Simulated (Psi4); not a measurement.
# triplet HfH4O4 at 3 levels

We compute a comparison of 3 runs (U-wB97M-V/def2-SVP, U-wB97X/def2-SVP, UB2PLYP/def2-SVP) of triplet HfH4O4. 

The calculation is run with Psi4 1.11.

## (1) The system as given

HfH4O4: 9 atoms, total charge 0, spin state triplet. SMILES of the parent species: `O[Hf](O)(O)O`. Geometry: relaxed at PBE0-D4/def2-TZVP. This is one conformer, not always the lowest. That shape belongs to the parent species and isn't relaxed for this state.

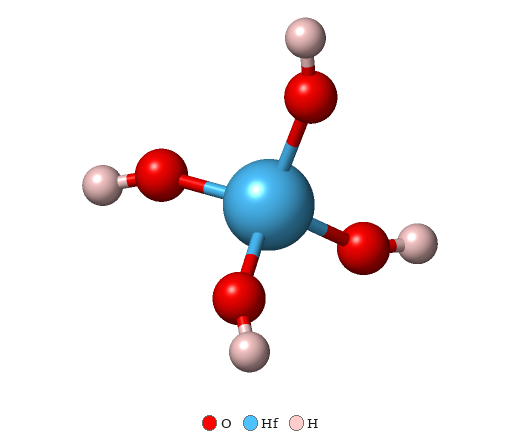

Viewed from a chosen angle; oxygen red, hafnium blue, hydrogen pink.

## (2) A single-point energy at U-wB97M-V/def2-SVP (core potential) (run 1)

h4hfo4.inp

```
memory 2200 MB

molecule m {
  0 3
  O     -0.465480     0.093230     1.875660
  Hf    -0.000030    -0.000030    -0.000040
  O      1.882280     0.386640    -0.225910
  O     -0.373310    -1.778130    -0.665360
  O     -1.043620     1.298150    -0.984570
  H     -0.650000    -0.255480     2.740830
  H      2.637200     0.928630    -0.427210
  H     -0.213580    -2.562040    -1.179310
  H     -1.773460     1.889040    -1.134080
  units angstrom
  symmetry c1
  no_reorient
  no_com
}

set basis def2-SVP
set reference uks
set puream true
set e_convergence 1e-09
set d_convergence 1e-08
set scf_type pk
set dft_radial_points 99
set dft_spherical_points 590
set maxiter 100

energy('wb97m-v')
print_variables()
```

The run is started by

```console
$ psi4 h4hfo4.inp h4hfo4.out -n 1
```

h4hfo4.out:

```text
[...]
    !!!  WARNING: ECP capability is in beta. Please check occupations closely.  !!!
[...]
  Running in c1 symmetry.
[...]
  Nuclear repulsion =  209.799067165446104
[...]
  Multiplicity = 3
[...]
  Nalpha       = 25
  Nbeta        = 23
[...]
    Number of basis functions: 108
[...]
   @UKS iter   1:  -350.38987048346576   -8.29509e-01   9.95480e-03 DIIS/ADIIS
[...]
   @UKS iter  60:  -350.88412211483251   -9.77707e-12   7.78921e-09 DIIS
[...]
   @S^2 Observed:                2.024005168E+00
[...]
    Orbital Energies [Eh]
    ---------------------
    Alpha Occupied:
       1A    -19.435591     2A    -19.435542     3A    -19.335996
       4A    -19.335948     5A     -2.629949     6A     -1.482727
       7A     -1.474016     8A     -1.470140     9A     -1.167660
      10A     -1.157047    11A     -1.074967    12A     -1.067113
      13A     -0.687290    14A     -0.676029    15A     -0.610908
      16A     -0.603770    17A     -0.561259    18A     -0.537026
      19A     -0.526176    20A     -0.516498    21A     -0.454629
      22A     -0.440727    23A     -0.439801    24A     -0.418030
      25A     -0.109784
    Alpha Virtual:
[...]
  @UKS Final Energy:  -350.88412211483251
   => Energetics <=
    Nuclear Repulsion Energy =            209.7990671654461039
    One-Electron Energy =                -912.8812921800927143
    Two-Electron Energy =                 381.4012382627537932
    DFT Exchange-Correlation Energy =     -29.3910725917468696
    Empirical Dispersion Energy =           0.0000000000000000
    VV10 Nonlocal Energy =                  0.1879372288072016
    Total Energy =                       -350.8841221148325076
[...]
 Multipole Moments:
 ------------------------------------------------------------------------------------
     Multipole            Electronic (a.u.)      Nuclear  (a.u.)        Total (a.u.)
 ------------------------------------------------------------------------------------
 L = 1.  Multiply by 2.5417464519 to convert [e a0] to [Debye]
 Dipole X            :         -0.2410694           -0.0023433           -0.2434127
 Dipole Y            :         -0.0805030           -0.0020598           -0.0825628
 Dipole Z            :         -0.2800382           -0.0031936           -0.2832318
 Magnitude           :                                                    0.3824744
[...]
```

It took 12 min on 1 thread of AMD EPYC 9R45 (Zen 5), shared host; peak memory 1.2 GiB.

## (3) Energy and gradient at U-wB97X/def2-SVP (core potential) (run 2)

h4hfo4.json

```json
{
 "schema_name": "qcschema_input",
 "schema_version": 1,
 "molecule": {
  "schema_name": "qcschema_molecule",
  "schema_version": 2,
  "symbols": ["O", "Hf", "O", "O", "O", "H", "H", "H", "H"],
  "geometry": [-0.87962972, 0.17617917, 3.5444837, -5.669e-05, -5.669e-05, -7.559e-05, 3.55699369, 0.73064371, -0.42690803, -0.70545366, -3.36017871, -1.25734817, -1.97215598, 2.45314797, -1.86056765, -1.22832198, -0.48278723, 5.17941805, 4.98358574, 1.75485637, -0.8073099, -0.40360771, -4.84155392, -2.22857292, -3.35135369, 3.56976824, -2.1431006],
  "molecular_charge": 0,
  "molecular_multiplicity": 3,
  "fix_symmetry": "c1",
  "fix_com": true,
  "fix_orientation": true
 },
 "driver": "gradient",
 "model": {
  "method": "wb97x",
  "basis": "def2-SVP"
 },
 "keywords": {
  "reference": "uks",
  "puream": true,
  "e_convergence": 1e-09,
  "d_convergence": 1e-08,
  "scf_type": "pk",
  "dft_radial_points": 99,
  "dft_spherical_points": 590,
  "maxiter": 100
 }
}
```

The run is started by

```console
$ psi4 --qcschema h4hfo4.json -n 1 --memory 2200MB
```

stdout:

```text
[...]
    !!!  WARNING: ECP capability is in beta. Please check occupations closely.  !!!
[...]
  Running in c1 symmetry.
[...]
  Nuclear repulsion =  209.799067305455594
[...]
  Multiplicity = 3
[...]
  Nalpha       = 25
  Nbeta        = 23
[...]
    Number of basis functions: 108
[...]
   @UKS iter   1:  -350.46963921063781   -8.63654e-01   1.03147e-02 DIIS/ADIIS
[...]
   @UKS iter  46:  -350.98811138812903   -1.46088e-11   6.75688e-09 DIIS
[...]
   @S^2 Observed:                2.027725601E+00
[...]
  @UKS Final Energy:  -350.98811138812903
   => Energetics <=
    Nuclear Repulsion Energy =            209.7990673054555941
    One-Electron Energy =                -913.0804469583573564
    Two-Electron Energy =                 381.3693027099980100
    DFT Exchange-Correlation Energy =     -29.0760344452253285
    Empirical Dispersion Energy =           0.0000000000000000
    VV10 Nonlocal Energy =                  0.0000000000000000
    Total Energy =                       -350.9881113881290275
[...]
 Multipole Moments:
 ------------------------------------------------------------------------------------
     Multipole            Electronic (a.u.)      Nuclear  (a.u.)        Total (a.u.)
 ------------------------------------------------------------------------------------
 L = 1.  Multiply by 2.5417464519 to convert [e a0] to [Debye]
 Dipole X            :          0.2412690           -0.0023433            0.2389257
 Dipole Y            :          0.0828018           -0.0020597            0.0807421
 Dipole Z            :          0.2814047           -0.0031937            0.2782110
 Magnitude           :                                                    0.3755078
[...]
  -Total Gradient:
     Atom            X                  Y                   Z
    ------   -----------------  -----------------  -----------------
       1       -0.000405387151    -0.000783008839     0.010410771213
       2       -0.034909826388    -0.011822332468    -0.040652449098
       3        0.009669903328     0.003919410619     0.000382021510
       4        0.012544857188     0.018379320748     0.000439557408
       5        0.003055567137    -0.013086551842     0.017741275774
       6        0.002813019076     0.001135089307    -0.008142755030
       7       -0.007895521827    -0.002855798906     0.002222243833
       8       -0.005325395581     0.022159227735     0.015084325160
       9        0.021317468404    -0.016751651016     0.003521146542
[...]
```

Run time: 1.7 min. Hardware: 1 thread of AMD EPYC 9R45 (Zen 5), shared host; peak memory 1.2 GiB.

## (4) A single-point energy at UB2PLYP/def2-SVP (core potential, density fitting for correlation) (run 3)

h4hfo4.xyz

```xyz
9
H4HfO4
O     -0.465480     0.093230     1.875660
Hf    -0.000030    -0.000030    -0.000040
O      1.882280     0.386640    -0.225910
O     -0.373310    -1.778130    -0.665360
O     -1.043620     1.298150    -0.984570
H     -0.650000    -0.255480     2.740830
H      2.637200     0.928630    -0.427210
H     -0.213580    -2.562040    -1.179310
H     -1.773460     1.889040    -1.134080
```

run_ase.py

```python
import numpy as np
from ase.calculators.psi4 import Psi4
from ase.io import read

a = read('h4hfo4.xyz')
calc = Psi4(atoms=a, method='b2plyp', basis='def2-SVP', memory='2200MB', num_threads=1, charge=0, multiplicity=3, label='calc', reference='uks')
calc.psi4.set_options({'puream': True, 'e_convergence': 1e-09, 'd_convergence': 1e-08, 'scf_type': 'pk', 'dft_radial_points': 99, 'dft_spherical_points': 590, 'num_frozen_docc': 4, 'maxiter': 100})
a.calc = calc

print(f'energy: {a.get_potential_energy():.6f} eV')
```

The run is started by

```console
$ python run_ase.py
```

calc.dat:

```text
[...]
    !!!  WARNING: ECP capability is in beta. Please check occupations closely.  !!!
[...]
  Running in c1 symmetry.
[...]
  Nuclear repulsion =  209.799067165446104
[...]
  Multiplicity = 3
[...]
  Nalpha       = 25
  Nbeta        = 23
[...]
    Number of basis functions: 108
[...]
   @UKS iter   1:  -349.89546300658753   -9.02585e-01   9.68300e-03 ADIIS/DIIS
[...]
   @UKS iter  32:  -350.35360534871944   -1.87583e-11   8.74691e-09 DIIS
[...]
   @S^2 Observed:                2.046667163E+00
[...]
    Orbital Energies [Eh]
    ---------------------
    Alpha Occupied:
       1A    -19.838001     2A    -19.837949     3A    -19.718731
       4A    -19.718682     5A     -2.690925     6A     -1.487285
       7A     -1.477749     8A     -1.473027     9A     -1.200912
      10A     -1.188204    11A     -1.082197    12A     -1.073291
      13A     -0.672089    14A     -0.660670    15A     -0.582201
      16A     -0.574142    17A     -0.556823    18A     -0.537742
      19A     -0.508414    20A     -0.499841    21A     -0.419131
      22A     -0.405377    23A     -0.403622    24A     -0.384260
      25A     -0.077733
    Alpha Virtual:
[...]
  @UKS Final Energy:  -350.35360534871944
   => Energetics <=
    Nuclear Repulsion Energy =            209.7990671654461039
    One-Electron Energy =                -912.8866690618144730
    Two-Electron Energy =                 372.7501924773122255
    DFT Exchange-Correlation Energy =     -20.0161959296632972
    Empirical Dispersion Energy =           0.0000000000000000
    VV10 Nonlocal Energy =                  0.0000000000000000
    Total Energy =                       -350.3536053487194408
[...]
 Multipole Moments:
 ------------------------------------------------------------------------------------
     Multipole            Electronic (a.u.)      Nuclear  (a.u.)        Total (a.u.)
 ------------------------------------------------------------------------------------
 L = 1.  Multiply by 2.5417464519 to convert [e a0] to [Debye]
 Dipole X            :         -0.1485920            0.0003332           -0.1482587
 Dipole Y            :         -0.0508148            0.0005033           -0.0503114
 Dipole Z            :         -0.1728977            0.0004079           -0.1724898
 Magnitude           :                                                    0.2329477
[...]
```

The script printed:

```text
energy: -9542.703072 eV
```

Run time: 53 s. Hardware: 1 thread of AMD EPYC 9R45 (Zen 5), shared host; peak memory 1 GiB.

## (5) The series

```tsv
run	level	task	frozen core orbitals	energy (Eh)	dipole moment (D)	HOMO energy (eV)	⟨S²⟩	wall time
1	U-wB97M-V/def2-SVP (core potential)	energy	0	-350.884122	0.97	-2.99	2.024	12 min
2	U-wB97X/def2-SVP (core potential)	gradient	0	-350.988111	0.95	-2.89	2.028	1.7 min
3	UB2PLYP/def2-SVP (core potential, density fitting for correlation)	energy	4	-350.687872	–	-2.12	2.047	53 s
```

## (6) Outcome

```
                                                       quantity          value
                                            run 3: total energy  -350.68787 Eh
run 3: HOMO energy (SCF part's orbitals) (highest over α and β)       -2.12 eV
                                                    run 3: ⟨S²⟩          2.047
```

Totals of different functionals can't be ranked against each other. All runs together took 15 min, the longest 12 min.
